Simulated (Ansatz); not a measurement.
# Si₃NH₇O: nudged elastic band (part 2 of 2)

The same run, continued: Si₃NH₇O, SMILES N[SiH]1[SiH2]O[SiH2]1; RKS B3LYP-D4/6-31G* (Ansatz 0.2.0). It belongs to a series of runs on one base structure; here: band between the two ends.

Geometry of the input (Å):
```
N  -2.1583  0.6425  0.4049
Si -0.6476  -0.1799  0.6520
Si 1.5342  0.7492  0.4266
O  1.8452  -0.3661  -0.8156
Si 0.4406  -1.2440  -1.1631
H  -2.6638  0.9905  1.2112
H  -2.2677  1.2687  -0.3839
H  -0.8243  -1.0057  1.8802
H  1.6483  2.1504  -0.0754
H  2.5300  0.5843  1.5244
H  0.7070  -2.7082  -1.0952
H  -0.0667  -0.9368  -2.5320
```

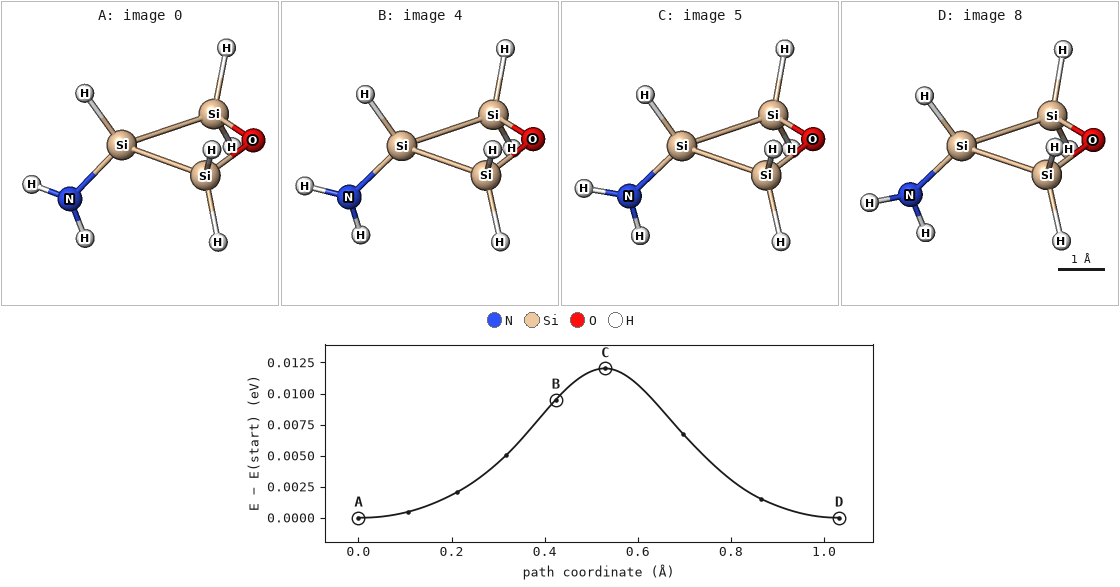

**Figure 1.** Images of the last band (counted from 0; ball-and-stick, seen at a tilt) above the energy along the path; the line is a cubic interpolation that uses the forces. The highest image is number 5, 0.012 eV above the start and 0.012 eV above the end (the climbing image); start and end have the same energy. The path is 1.03 Å long. The band converged in 15 iterations.

```
Total energy: -27286.44494975 eV, -1002.7583564866 hartree
Atom 0 at    -2.087116     0.785078     0.476288 Å, force     0.005461     0.001476    -0.005975 eV/Å
Atom 1 at    -0.638228    -0.138494     0.634589 Å, force    -0.004451     0.006856     0.003652 eV/Å
Atom 2 at     1.555280     0.749440     0.401211 Å, force    -0.003355    -0.003182    -0.001983 eV/Å
Atom 3 at     1.862354    -0.412344    -0.794493 Å, force     0.001383     0.001922     0.002475 eV/Å
Atom 4 at     0.443217    -1.264610    -1.158709 Å, force    -0.001284    -0.002247     0.000249 eV/Å
Atom 5 at    -2.855354     0.704734     1.126302 Å, force     0.000587    -0.002197     0.002477 eV/Å
Atom 6 at    -2.258770     1.453292    -0.261150 Å, force    -0.000226    -0.001944     0.001588 eV/Å
Atom 7 at    -0.829581    -0.974890     1.853761 Å, force     0.000558    -0.002916    -0.001813 eV/Å
Atom 8 at     1.687409     2.132635    -0.143553 Å, force     0.001973     0.000728     0.000055 eV/Å
Atom 9 at     2.534121     0.611198     1.517312 Å, force    -0.000255     0.001047    -0.000603 eV/Å
Atom 10 at     0.687225    -2.732905    -1.072501 Å, force     0.000204    -0.000110     0.000015 eV/Å
Atom 11 at    -0.023658    -0.968233    -2.544959 Å, force    -0.000594     0.000567    -0.000137 eV/Å
Dipole moment:    -0.636059     0.215117     0.176194 e Å
this run last wrote the band of iteration 15 to [file]
```

## The last band as extended XYZ (Å, eV, eV/Å)
```
12
Properties=species:S:1:pos:R:3:forces:R:3 image=0 energy=-27286.45669
N    -2.1583    0.6425    0.4049    0.0017   0.0000  -0.0073
Si   -0.6476   -0.1799    0.6520   -0.0008  -0.0028   0.0068
Si    1.5342    0.7492    0.4266   -0.0021   0.0023  -0.0001
O     1.8452   -0.3661   -0.8156   -0.0008   0.0017   0.0047
Si    0.4406   -1.2440   -1.1631   -0.0035  -0.0023  -0.0057
H    -2.6638    0.9905    1.2112    0.0005  -0.0001   0.0023
H    -2.2677    1.2687   -0.3839   -0.0005   0.0019   0.0003
H    -0.8243   -1.0057    1.8802    0.0038  -0.0002  -0.0014
H     1.6483    2.1504   -0.0754    0.0017   0.0010   0.0004
H     2.5300    0.5843    1.5244    0.0005   0.0000   0.0000
H     0.7070   -2.7082   -1.0952   -0.0008   0.0007   0.0001
H    -0.0667   -0.9368   -2.5320    0.0003  -0.0022   0.0000
12
Properties=species:S:1:pos:R:3:forces:R:3 image=1 energy=-27286.45622
N    -2.1582    0.6559    0.4072    0.0040  -0.0104   0.0071
Si   -0.6498   -0.1731    0.6397    0.0004  -0.0053  -0.0018
Si    1.5345    0.7505    0.4199   -0.0067   0.0043   0.0113
O     1.8518   -0.3811   -0.8041    0.0034  -0.0071  -0.0104
Si    0.4448   -1.2509   -1.1651   -0.0023   0.0084   0.0034
H    -2.6895    0.9400    1.2215    0.0005   0.0091  -0.0062
H    -2.2618    1.3264   -0.3446   -0.0037   0.0000  -0.0031
H    -0.8277   -1.0063    1.8627    0.0015   0.0016   0.0026
H     1.6504    2.1453   -0.0991    0.0014   0.0029   0.0002
H     2.5233    0.6011    1.5259    0.0024  -0.0006   0.0011
H     0.7026   -2.7161   -1.0885    0.0003  -0.0033  -0.0001
H    -0.0435   -0.9469   -2.5413   -0.0013   0.0005  -0.0039
12
Properties=species:S:1:pos:R:3:forces:R:3 image=2 energy=-27286.45463
N    -2.1555    0.6705    0.4097    0.0079  -0.0134   0.0029
Si   -0.6508   -0.1658    0.6301   -0.0024  -0.0024  -0.0032
Si    1.5369    0.7514    0.4131   -0.0087   0.0202   0.0276
O     1.8573   -0.3939   -0.7949    0.0044  -0.0204  -0.0269
Si    0.4475   -1.2565   -1.1660    0.0033   0.0056   0.0023
H    -2.7231    0.8830    1.2207    0.0019   0.0178   0.0009
H    -2.2554    1.3815   -0.3039   -0.0043  -0.0065  -0.0061
H    -0.8313   -1.0019    1.8511    0.0029   0.0001  -0.0003
H     1.6581    2.1408   -0.1198   -0.0025  -0.0010   0.0018
H     2.5195    0.6134    1.5260    0.0004  -0.0019   0.0010
H     0.6990   -2.7229   -1.0838   -0.0011   0.0002   0.0003
H    -0.0253   -0.9547   -2.5482   -0.0018   0.0018  -0.0004
12
Properties=species:S:1:pos:R:3:forces:R:3 image=3 energy=-27286.45164
N    -2.1420    0.6958    0.4156    0.0053  -0.0281  -0.0050
Si   -0.6480   -0.1558    0.6271   -0.0085   0.0016  -0.0049
Si    1.5438    0.7508    0.4074   -0.0081   0.0154   0.0234
O     1.8615   -0.4038   -0.7920   -0.0087  -0.0196  -0.0213
Si    0.4473   -1.2614   -1.1630    0.0120   0.0101  -0.0004
H    -2.7690    0.8209    1.1992    0.0088   0.0274   0.0122
H    -2.2505    1.4273   -0.2744   -0.0013  -0.0046  -0.0057
H    -0.8336   -0.9909    1.8479    0.0019  -0.0013  -0.0007
H     1.6717    2.1367   -0.1328   -0.0025  -0.0015   0.0013
H     2.5229    0.6149    1.5238   -0.0009  -0.0002   0.0011
H     0.6944   -2.7286   -1.0776   -0.0007   0.0015  -0.0007
H    -0.0216   -0.9611   -2.5472    0.0026  -0.0008   0.0006
12
Properties=species:S:1:pos:R:3:forces:R:3 image=4 energy=-27286.44718
N    -2.1152    0.7414    0.4368    0.0159  -0.0428  -0.0095
Si   -0.6433   -0.1437    0.6302   -0.0170   0.0107  -0.0052
Si    1.5531    0.7457    0.4032   -0.0034   0.0049   0.0079
O     1.8617   -0.4162   -0.7919   -0.0046  -0.0038  -0.0054
Si    0.4417   -1.2659   -1.1589    0.0074  -0.0012   0.0000
H    -2.8153    0.7691    1.1645    0.0092   0.0311   0.0092
H    -2.2483    1.4570   -0.2638   -0.0074   0.0023   0.0042
H    -0.8348   -0.9753    1.8526   -0.0007  -0.0043  -0.0031
H     1.6886    2.1285   -0.1421   -0.0001   0.0011   0.0003
H     2.5317    0.6071    1.5196   -0.0010   0.0007   0.0014
H     0.6816   -2.7346   -1.0714    0.0006  -0.0004   0.0000
H    -0.0247   -0.9681   -2.5448    0.0009   0.0016   0.0003
12
Properties=species:S:1:pos:R:3:forces:R:3 image=5 energy=-27286.44466
N    -2.0871    0.7851    0.4763    0.0055   0.0015  -0.0060
Si   -0.6382   -0.1385    0.6346   -0.0045   0.0069   0.0037
Si    1.5553    0.7494    0.4012   -0.0034  -0.0032  -0.0020
O     1.8624   -0.4123   -0.7945    0.0014   0.0019   0.0025
Si    0.4432   -1.2646   -1.1587   -0.0013  -0.0022   0.0002
H    -2.8554    0.7047    1.1263    0.0006  -0.0022   0.0025
H    -2.2588    1.4533   -0.2611   -0.0002  -0.0019   0.0016
H    -0.8296   -0.9749    1.8538    0.0006  -0.0029  -0.0018
H     1.6874    2.1326   -0.1436    0.0020   0.0007   0.0001
H     2.5341    0.6112    1.5173   -0.0003   0.0010  -0.0006
H     0.6872   -2.7329   -1.0725    0.0002  -0.0001   0.0000
H    -0.0237   -0.9682   -2.5450   -0.0006   0.0006  -0.0001
12
Properties=species:S:1:pos:R:3:forces:R:3 image=6 energy=-27286.44994
N    -2.0493    0.8570    0.5392   -0.0189   0.0306   0.0200
Si   -0.6337   -0.1304    0.6453    0.0283   0.0065   0.0008
Si    1.5561    0.7496    0.3973   -0.0011  -0.0163  -0.0039
O     1.8586   -0.4121   -0.7994   -0.0103   0.0133   0.0067
Si    0.4355   -1.2625   -1.1568    0.0016  -0.0081   0.0034
H    -2.8905    0.6130    1.0434   -0.0170  -0.0317  -0.0095
H    -2.2406    1.4596   -0.2495    0.0159   0.0066  -0.0126
H    -0.8247   -0.9739    1.8595    0.0007  -0.0031  -0.0019
H     1.6857    2.1336   -0.1444    0.0033   0.0003  -0.0024
H     2.5325    0.6079    1.5145    0.0041   0.0030  -0.0028
H     0.6812   -2.7307   -1.0724   -0.0032  -0.0017  -0.0010
H    -0.0339   -0.9661   -2.5426   -0.0035   0.0006   0.0033
12
Properties=species:S:1:pos:R:3:forces:R:3 image=7 energy=-27286.45517
N    -2.0358    0.8849    0.5772   -0.0068  -0.0077   0.0169
Si   -0.6300   -0.1293    0.6599    0.0056   0.0051   0.0006
Si    1.5540    0.7525    0.3918   -0.0015  -0.0061  -0.0054
O     1.8476   -0.4019   -0.8123    0.0036   0.0069   0.0043
Si    0.4255   -1.2637   -1.1494   -0.0055  -0.0036   0.0000
H    -2.9143    0.5373    0.9416   -0.0025   0.0007  -0.0168
H    -2.1858    1.5057   -0.2083    0.0094   0.0030   0.0001
H    -0.8192   -0.9810    1.8685    0.0008  -0.0008  -0.0001
H     1.6759    2.1393   -0.1443   -0.0009  -0.0004  -0.0001
H     2.5363    0.6079    1.5029    0.0007   0.0018  -0.0021
H     0.6808   -2.7303   -1.0612   -0.0001   0.0015   0.0003
H    -0.0581   -0.9765   -2.5323   -0.0028  -0.0004   0.0024
12
Properties=species:S:1:pos:R:3:forces:R:3 image=8 energy=-27286.45669
N    -2.0230    0.8900    0.5963   -0.0099  -0.0054   0.0000
Si   -0.6290   -0.1445    0.6777   -0.0018   0.0006  -0.0034
Si    1.5435    0.7545    0.3882    0.0046  -0.0009   0.0007
O     1.8348   -0.3854   -0.8287   -0.0002   0.0012  -0.0002
Si    0.4193   -1.2692   -1.1418    0.0000   0.0008   0.0001
H    -2.9291    0.5078    0.8423    0.0116   0.0076  -0.0049
H    -2.1100    1.5592   -0.1595   -0.0012  -0.0034   0.0049
H    -0.8215   -1.0028    1.8809    0.0008   0.0013   0.0005
H     1.6403    2.1472   -0.1376   -0.0028  -0.0007   0.0000
H     2.5400    0.6146    1.4867   -0.0002  -0.0004   0.0008
H     0.6975   -2.7315   -1.0509    0.0003  -0.0010   0.0007
H    -0.0859   -0.9949   -2.5195   -0.0012   0.0004   0.0006
```

## Summary

| quantity | value |
| --- | --- |
| outcome | converged |
| barrier, forward | 0.012 eV |
| barrier, backward | 0.012 eV |
| hardware | 2 threads of Arm Neoverse N1, 16 GiB of memory available, shared host |
| wall time | 11 min (CPU time 21 min) |
| peak memory | 0.26 GiB |

The order of the saddle point was not checked.
